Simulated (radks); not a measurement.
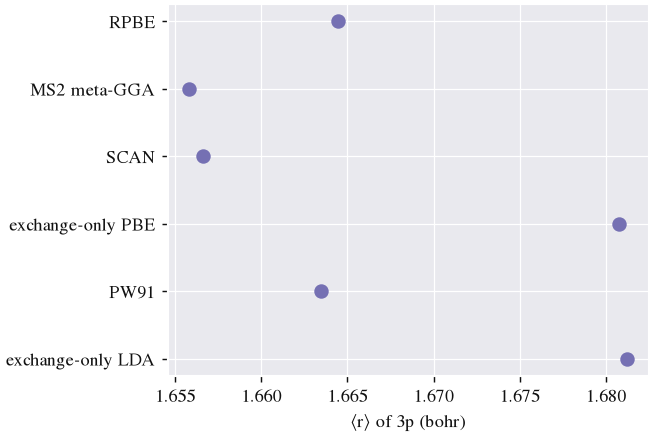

Atomic argon (Ar) in the configuration [Ne] 3s2 3p6. All runs are scalar-relativistic and spherical, computed with the in-house radial solver radks. The plot shows the mean radius (bohr) of the 3p orbital by 6 methods.

> How much do the methods differ, and in which order?

The most compact is MS2 meta-GGA (1.656) and the most diffuse exchange-only LDA (1.681), a spread of 1.5 %. In order (bohr): MS2 meta-GGA (1.656), SCAN (1.657), PW91 (1.663), RPBE (1.664), exchange-only PBE (1.681), exchange-only LDA (1.681).
